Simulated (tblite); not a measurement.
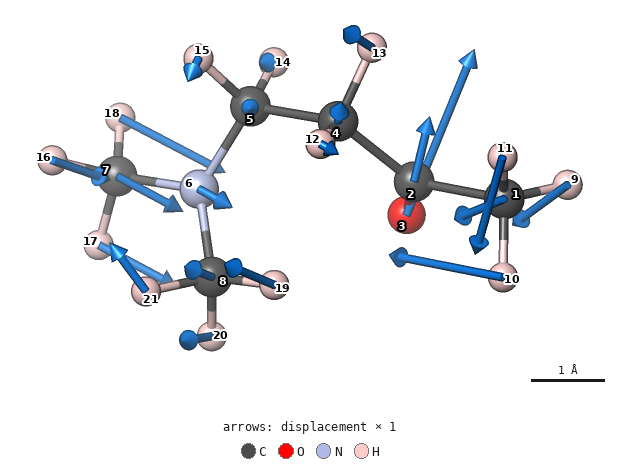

A relaxation of C6H13NO. The starting structure is drawn; blue arrows show the displacements, at their true length. The two geometries are superimposed by the best rigid fit.

A ball-and-stick model, seen at a tilt.

These are results of tblite, GFN2-xTB geometry optimisation, gas phase, not measurements. 

> What happened in the run?

O3 moves most after the best rigid fit: 2.60 Å. By element the largest moves are O 2.60 Å, H 2.26 Å, C 1.25 Å, N 0.60 Å. Some distances before and after: C4–C5 1.489 → 1.540 Å, N6–C8 1.400 → 1.448 Å, C7–H16 1.144 → 1.101 Å, C5–N6 1.412 → 1.453 Å. Among the angles between lasting bonds that change: N6–C8–H19 118.4° → 109.7°, C7–N6–C8 119.3° → 111.3°, C5–N6–C8 119.8° → 112.2°. Groups turn about C2–C4 by about 95°, C1–C2 by about 55°. The energy falls by 19.0 kcal/mol in 216 geometry steps.
